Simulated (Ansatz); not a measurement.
# Fields on a plane of Ag (fcc, Cu type)

```xyz
1
Lattice="0.0000 2.0526 2.0526 2.0526 0.0000 2.0526 2.0526 2.0526 0.0000" Properties=species:S:1:pos:R:3 pbc="T T T"
Ag     0.0000     0.0000     0.0000
```

The slice is a {110} plane (indices of the conventional cell) through the point (0.000, 0.000, 0.000) (fractional), spanned by u = [100] and v = [1 -1 -1] in vectors of this cell: u (2.90 Å) and v (4.11 Å, at 90° to u). It covers one period; positions are fractions (u, v).

Atoms on it: Ag at (0.00, 0.00).

Calculation: r2SCAN (plane waves to 500 eV, PAW, scalar-relativistic; Ansatz, a program for electronic structure). k mesh 19×19×19. Inside the PAW spheres the values are not all-electron values, and peaks at nuclei hang on which shells count as valence. Ag was relaxed with its symmetry unable to fall.

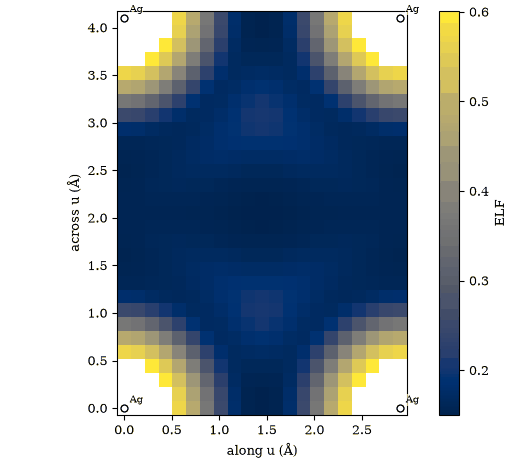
Electron localisation function (ELF), one period of the plane, atoms marked. Points within 0.5 Å of a nucleus are left white, as the pseudised field means little there.

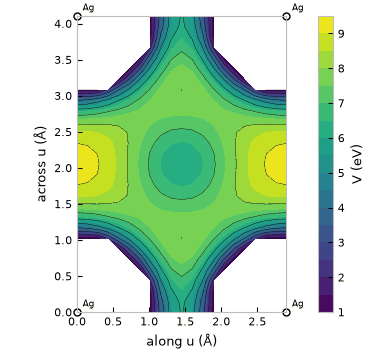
Figure. Electrostatic potential energy of an electron, from the cell's mean, in eV, one period of the plane, atoms marked. Points within 1 Å of a nucleus are left white, as the pseudised field means little there. Values under 1 eV are set to 1. The zero, the cell's mean, hangs on the PAW cores.

The density on the Ag–Ag line (2.90 Å) at its midpoint comes out as 0.21 e/Å³. The ELF at that point is 0.15.
